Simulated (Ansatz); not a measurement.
Cl3H4NSTi

```xyz
10

Ti    0.4325   -0.4066   -0.1000
N    -0.2797   -0.5006    2.1109
H    -0.7255   -1.3926    2.3709
H    -0.9926    0.2359    2.2201
Cl    1.3038   -0.5394   -2.1419
Cl    0.9766    1.6951    0.4879
Cl   -1.7429   -0.8085   -0.5024
S     1.8351   -2.1856    0.5377
H     1.5007   -2.3550    1.8516
H     0.4676   -0.2995    2.7914
```

Theory: RKS BLYP/def2-SVP (Ansatz).

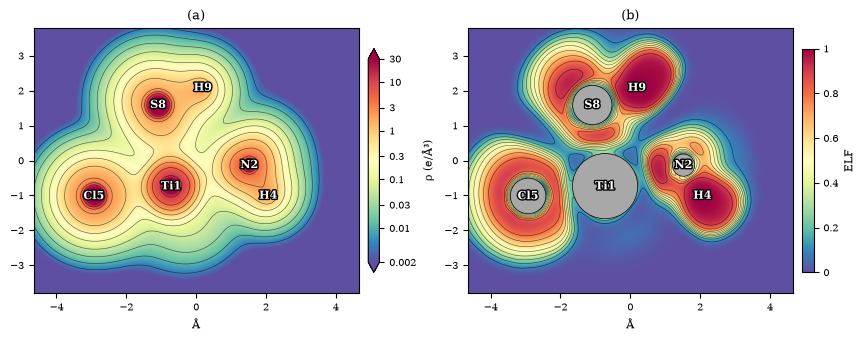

Figure 1. (a) total electron density; (b) ELF on the plane of atoms Ti1, N2 and H4. Grey discs cover the atomic cores in the ELF map.

**Read the bonding off the picture.**

The plane passes through Ti, N, H, Cl and S nuclei. Ti–Cl (2.22 Å): ρ is about 0.6 e/Å³ halfway; the ELF peaks at about 0.85 in the valence shell of Cl, 0.8 Å from its nucleus, and is about 0.35 at the midpoint. Ti–N (2.32 Å): ρ at the midpoint is about 0.34 e/Å³; the ELF peaks at about 0.95 in the valence shell of N, 0.7 Å from its nucleus, and is about 0.20 at the midpoint. Ti–S (2.35 Å): ρ is about 0.54 e/Å³ halfway; the ELF peaks at about 0.90 in the valence shell of S, 0.9 Å from its nucleus, and is about 0.55 at the midpoint. N–H (1.03 Å): ρ is about 2.8 e/Å³ halfway; the ELF climbs to about 1 towards the hydrogen, as it does in any bond to H; an ordinary covalent bond to hydrogen. S–H (1.37 Å): ρ at the midpoint is about 1.4 e/Å³; the ELF climbs to about 1 towards the hydrogen.

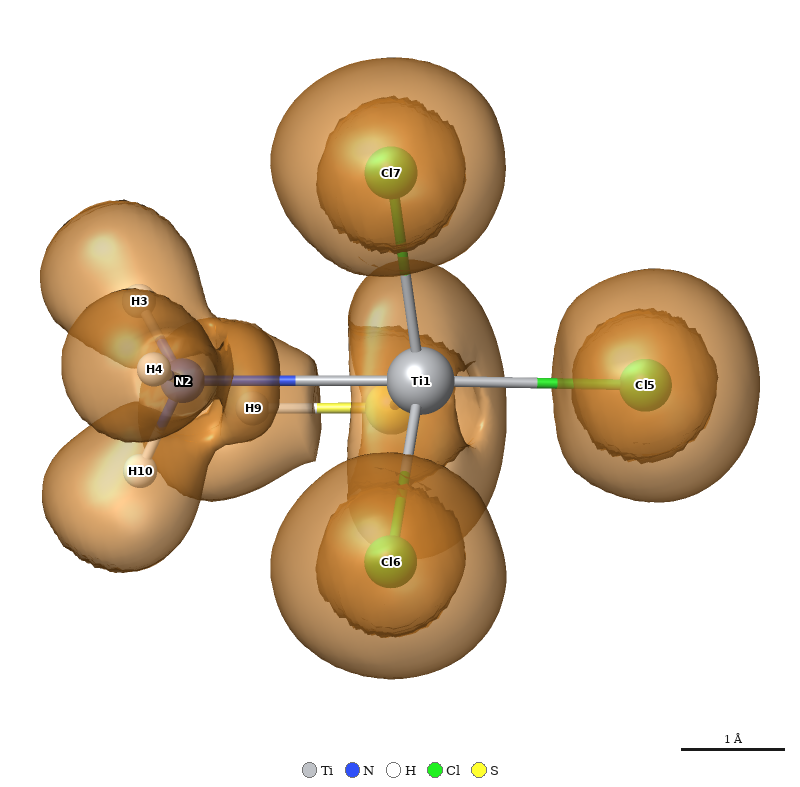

Figure 2. Isosurface of the ELF at 0.8 (orange), seen from one side. Core shells and regions of very low density are left out.

**Identify the bonds, lone pairs and shells in this picture.**

The surface consists of one region around a hydrogen nucleus, three regions wrapped around Cl (the valence shell of each), one region wrapped around S (its valence shell) and one joined region spread over several atoms (H, N), in which their bonds and any lone pairs are merged.

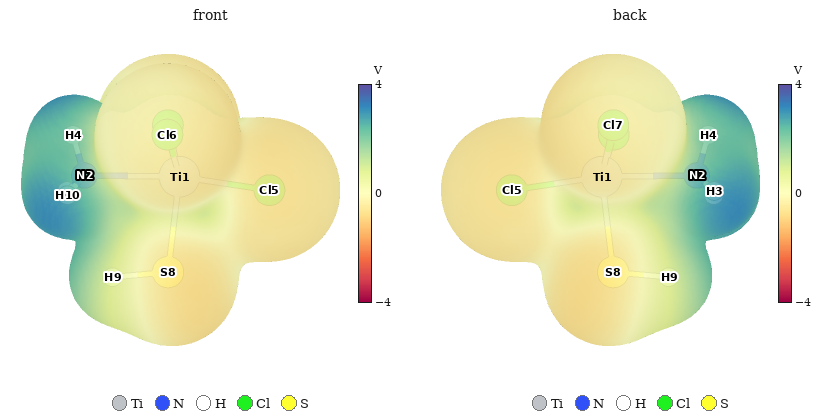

Figure 3. The electrostatic potential painted on the density surface at 0.004 e/bohr³, seen from the front and from behind; the colour scale runs from red (negative) to blue (positive).

**Where is the surface potential most negative and most positive?**

The most negative region (about −0.8 V) lies over S8, the most positive (about +3.1 V) over H3 and H10.

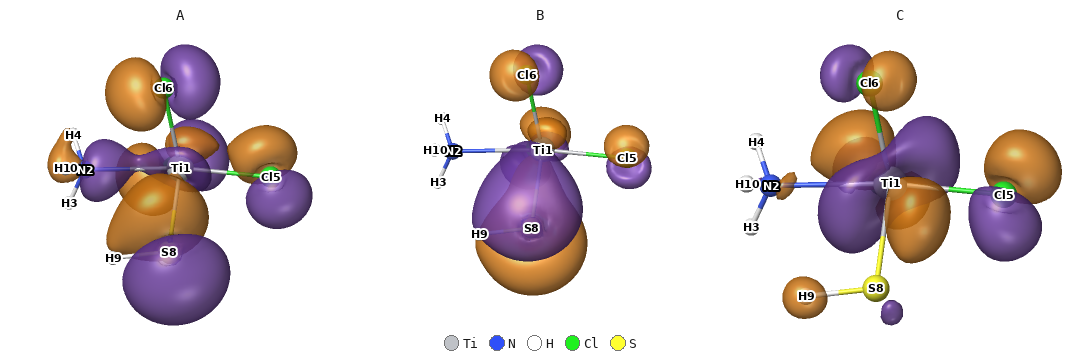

Figure 4. Three frontier orbitals at ±0.08 Å⁻³ᐟ² (orange and purple are the two phases), in no order.

**Which picture is the HOMO−1, the HOMO and the LUMO?**

A is the HOMO−1 (−6.82 eV). It lies mainly on S8 (about 45 %), Cl6 (about 15 %), Cl7 (about 15 %), Ti1 (about 10 %) and Cl5 (about 10 %); largely a combination of lone pairs on S8, Cl6, Cl7 and Cl5. B is the HOMO (−6.07 eV). It lies mainly on S8 (about 75 %) and Ti1 (about 10 %); largely a lone pair of S8. C is the LUMO (−3.86 eV). By Hirshfeld shares it lies mainly on Ti1 (about 75 %) and Cl5 (about 10 %).

**What is the HOMO–LUMO gap?**

2.21 eV between the orbital energies.
